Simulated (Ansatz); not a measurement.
## C₃H₃F₃: a changed input and its effect

System: C₃H₃F₃, SMILES FC=C(F)CF.
Method of run A: RKS PBE-D4/def2-TZVPP (Ansatz 0.2.0).

The geometry comes from this level: PBE0-D4/def2-TZVP. Text and figures count atoms from 1; the logs count them from 0 in places.

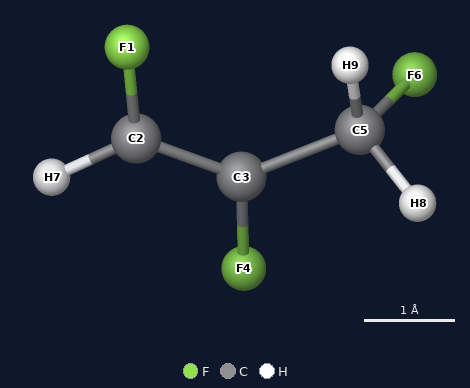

The input geometry (ball-and-stick view, seen at a tilt; atoms are numbered from 1 in the order of the input).

**The input, run A**
```yaml
crystal:
  periodic: [false, false, false]
  atoms:
    - {symbol: F, position_ang: [-1.763931, -1.116140, 0.099938]}
    - {symbol: C, position_ang: [-0.618756, -1.106940, -0.581590]}
    - {symbol: C, position_ang: [0.313617, -0.196824, -0.346913]}
    - {symbol: F, position_ang: [1.436367, -0.242209, -1.077146]}
    - {symbol: C, position_ang: [0.268296, 0.880364, 0.664023]}
    - {symbol: F, position_ang: [0.191351, 2.119090, 0.054975]}
    - {symbol: H, position_ang: [-0.529292, -1.894052, -1.319361]}
    - {symbol: H, position_ang: [1.180456, 0.864736, 1.268568]}
    - {symbol: H, position_ang: [-0.604010, 0.749475, 1.306404]}
basis:
  gaussian: {orbitals: def2-TZVPP}
hamiltonian: {xc: pbe, dispersion: d4}
output: {forces: true, orbitals: {seedname: orbitals}}
```

Hardware: 4 CPU threads, shared host.

**Output (run A)**
```
Functional definition: PBE
  parameter kappa = 0.804
  parameter beta = 0.06672455060314922
  exchange = pbe_x(kappa = kappa, mu = beta*pi^2/3)
  correlation = pbe_c(beta = beta)
1185 factors; their error is unknown
mean field evaluation 1: about -11296.4906 eV, gradient 5.2e1 eV
mean field evaluation 2: about -11293.7131 eV, gradient 6.1e1 eV
mean field evaluation 4: about -11302.2788 eV, gradient 6.8e0 eV
mean field evaluation 8: about -11302.3689 eV, gradient 1.4e-1 eV
mean field evaluation 16: about -11302.3408 eV, gradient 9.6e-3 eV
mean field -11302.34075192 eV, -415.3533616315 hartree, gradient 3.1e-5 eV, S^2 0.000000; 0 other end points of the search recorded, 0 dependent functions left out
the calculation of the forces begins
reference -11302.34078391 eV, -415.3533628070 hartree; 24, 24 occupied and 204, 204 virtual orbitals, 1185 factors
Total energy: -11302.48551841 eV, -415.3586817016 hartree
Atom 0 at    -1.763931    -1.116140     0.099938 Å, force    -0.651512    -0.038314     0.353422 eV/Å
Atom 1 at    -0.618756    -1.106940    -0.581590 Å, force    -0.018145    -0.343964    -0.297919 eV/Å
Atom 2 at     0.313617    -0.196824    -0.346913 Å, force     0.016857     0.355574     0.373775 eV/Å
Atom 3 at     1.436367    -0.242209    -1.077146 Å, force     0.645944    -0.016373    -0.415299 eV/Å
Atom 4 at     0.268296     0.880364     0.664023 Å, force     0.015438    -0.402457     0.137225 eV/Å
Atom 5 at     0.191351     2.119090     0.054975 Å, force    -0.044067     0.701462    -0.315839 eV/Å
Atom 6 at    -0.529292    -1.894052    -1.319361 Å, force     0.019981    -0.192716    -0.180814 eV/Å
Atom 7 at     1.180456     0.864736     1.268568 Å, force     0.211897    -0.016218     0.163895 eV/Å
Atom 8 at    -0.604010     0.749475     1.306404 Å, force    -0.196392    -0.046994     0.181555 eV/Å
Dipole moment:    -0.006627    -0.302154     0.164765 e Å
```

For run B the input was changed thus:
```diff
-hamiltonian: {xc: pbe, dispersion: d4}
+hamiltonian: {xc: r2scan, dispersion: d4}
```

How does run B compare with run A?

The total energies belong to different models, so their difference says nothing on which is more stable or more accurate. The largest force goes from 0.771 to 0.412 eV/Å. The HOMO goes from −6.41 to −6.67 eV. The LUMO goes from −1.37 to −1.16 eV. The dipole moment goes from 1.65 to 1.71 D.

**Output (run B)**
```
Functional definition: r2SCAN
  parameter k0 = 0.174
  parameter k1 = 0.065
  parameter a1 = 4.9479
  exchange = r2scan_x(k0 = k0, k1 = k1, a1 = a1)
  correlation = r2scan_c
1185 factors; their error is unknown
mean field evaluation 1: about -11304.4327 eV, gradient 4.6e1 eV
mean field evaluation 2: about -11304.3384 eV, gradient 4.5e1 eV
mean field evaluation 4: about -11308.7778 eV, gradient 4.7e0 eV
mean field evaluation 8: about -11308.7968 eV, gradient 6.0e-1 eV
mean field evaluation 16: about -11308.7972 eV, gradient 7.2e-4 eV
mean field -11308.79718428 eV, -415.5906311441 hartree, gradient 4.3e-5 eV, S^2 0.000000; 0 other end points of the search recorded, 0 dependent functions left out
the calculation of the forces begins
reference -11308.79719306 eV, -415.5906314670 hartree; 24, 24 occupied and 204, 204 virtual orbitals, 1185 factors
Total energy: -11308.83357157 eV, -415.5919683523 hartree
Atom 0 at    -1.763931    -1.116140     0.099938 Å, force    -0.290626     0.007966     0.177986 eV/Å
Atom 1 at    -0.618756    -1.106940    -0.581590 Å, force     0.113808    -0.230645    -0.275184 eV/Å
Atom 2 at     0.313617    -0.196824    -0.346913 Å, force    -0.131995     0.195932     0.271615 eV/Å
Atom 3 at     1.436367    -0.242209    -1.077146 Å, force     0.301725     0.004838    -0.198241 eV/Å
Atom 4 at     0.268296     0.880364     0.664023 Å, force     0.028475    -0.344302     0.200324 eV/Å
Atom 5 at     0.191351     2.119090     0.054975 Å, force    -0.010353     0.365019    -0.189861 eV/Å
Atom 6 at    -0.529292    -1.894052    -1.319361 Å, force    -0.016567    -0.007079     0.004533 eV/Å
Atom 7 at     1.180456     0.864736     1.268568 Å, force     0.012253     0.010136     0.003407 eV/Å
Atom 8 at    -0.604010     0.749475     1.306404 Å, force    -0.006719    -0.001864     0.005422 eV/Å
Dipole moment:    -0.005990    -0.311447     0.173960 e Å
```

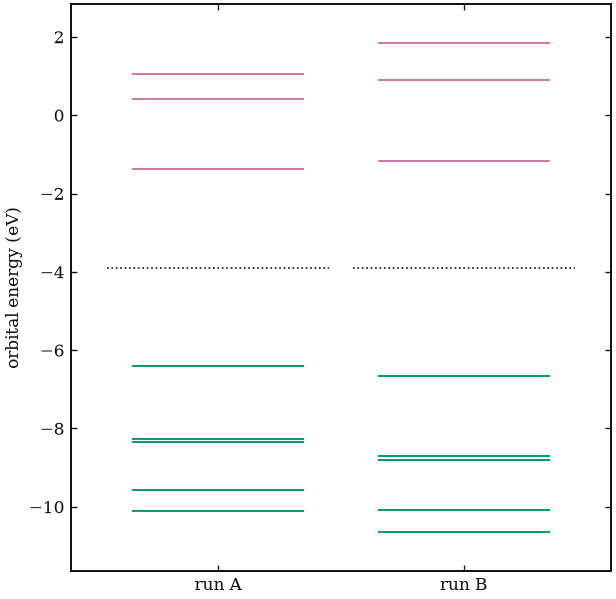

The five highest filled and three lowest empty orbital energies of the two runs; the dotted lines part filled from empty levels. The HOMO–LUMO gap is 5.04 eV in run A and 5.51 eV in run B.

**The two runs side by side**

| quantity | run A | run B |
| --- | --- | --- |
| outcome | converged | converged |
| total energy (hartree) | −415.358682 | −415.591968 |
| HOMO (eV) | −6.41 | −6.67 |
| LUMO (eV) | −1.37 | −1.16 |
| dipole moment (D) | 1.65 | 1.71 |
| largest force (eV/Å) | 0.771 | 0.412 |
| basis functions | 228 | 228 |
| wall time (shared host) | 1.1 s | 1.6 s |
